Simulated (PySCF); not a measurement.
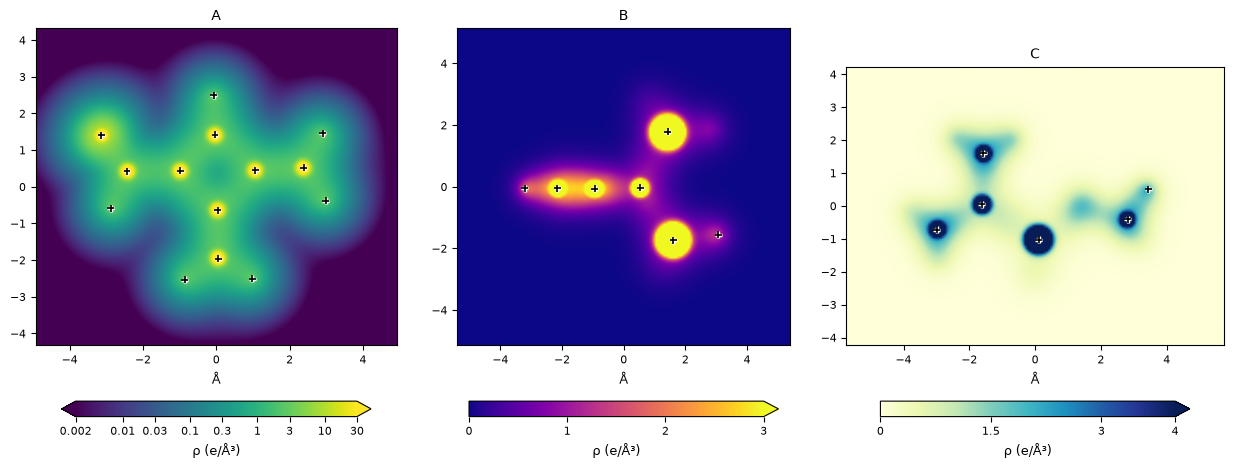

The electron density of 3 systems, each on a plane through atoms (crosses mark nuclei in the plane).

Theory: CAM-B3LYP/def2-SVPD, SCF density, gas phase (PySCF).

System 1: C$_{4}$H$_{14}$BNSi, the plane of atoms C1, B2 and Si4. Geometry: PBE0-D3(BJ)/def2-SVP.

```xyz
21

C     2.7543    0.9257    0.9546
B     1.6036    0.1507    0.2279
C     1.8800   -0.6399   -1.0930
Si   -0.2388    0.1026    1.0839
N    -1.5065   -0.2756   -0.0631
C    -1.6637    0.5472   -1.2345
C    -2.7258   -0.9192    0.3535
H     2.6527    1.9637    0.5728
H     3.7716    0.5949    0.6926
H     2.6549    1.0064    2.0481
H     1.0059   -0.8292   -1.7317
H     2.2074   -1.6357   -0.7248
H     2.7204   -0.2515   -1.6910
H    -0.5016    1.3740    1.8613
H    -0.2617   -1.0003    2.1051
H    -0.6958    0.9695   -1.5492
H    -2.0543   -0.0436   -2.0843
H    -2.3609    1.3986   -1.0825
H    -3.1367   -1.5428   -0.4629
H    -3.5229   -0.2033    0.6470
H    -2.5401   -1.5804    1.2128
```

System 2: C$_{7}$H$_{6}$O, the molecular plane. Geometry: GFN2-xTB.

```yaml
atoms:
  - { symbol: C, position_ang: [-1.6347, -0.6097, -1.7088] }
  - { symbol: C, position_ang: [-0.6005, -0.3629, -0.9183] }
  - { symbol: C, position_ang: [0.8467, -0.5771, -0.9821] }
  - { symbol: C, position_ang: [1.0510, -0.0150, 0.2484] }
  - { symbol: C, position_ang: [2.2171, 0.2296, 1.0702] }
  - { symbol: O, position_ang: [3.3518, -0.0574, 0.7708] }
  - { symbol: C, position_ang: [-0.3962, 0.2557, 0.4281] }
  - { symbol: C, position_ang: [-1.1681, 0.7980, 1.3514] }
  - { symbol: H, position_ang: [-2.6373, -0.3446, -1.4200] }
  - { symbol: H, position_ang: [-1.5100, -1.0841, -2.6679] }
  - { symbol: H, position_ang: [1.4935, -1.0116, -1.7203] }
  - { symbol: H, position_ang: [1.9855, 0.7203, 2.0365] }
  - { symbol: H, position_ang: [-0.7653, 1.1875, 2.2709] }
  - { symbol: H, position_ang: [-2.2340, 0.8709, 1.2190] }
```

System 3: C$_{2}$H$_{6}$BBrGe$_{2}$ (SMILES C#C[B]([GeH3])[GeH2][Br]), the plane of atoms Ge4, B3 and Ge5. Geometry: GFN2-xTB.

```xyz
12

C     0.0827    2.7288   -0.7707
C     0.1051    1.5495   -0.4954
B     0.0883    0.1121   -0.1404
Ge    1.7702   -0.8627    0.3557
Ge   -1.7172   -0.8116   -0.1039
Br   -2.7104   -0.2419    1.8924
H     0.0791    3.7536   -1.0091
H     2.6157   -1.1690   -0.8424
H     1.5616   -2.1965    1.0033
H     2.6907   -0.1196    1.2673
H    -2.7817   -0.4111   -1.1166
H    -1.7829   -2.3323   -0.0662
```

Match each panel to its system.

Answer. Panel A is system 2, C$_{7}$H$_{6}$O: the plane holds C, O and H. C–O (1.21 Å): ρ at the midpoint is about 3.3 e/Å³. Panel B is system 3, C$_{2}$H$_{6}$BBrGe$_{2}$: the plane holds C, B, Ge and H. C–C (1.21 Å): the density is about 2.7 e/Å³ at the midpoint. Panel C is system 1, C$_{4}$H$_{14}$BNSi: the plane holds C, B, Si and H. C–B (1.56 Å): ρ at the midpoint is about 1.4 e/Å³.
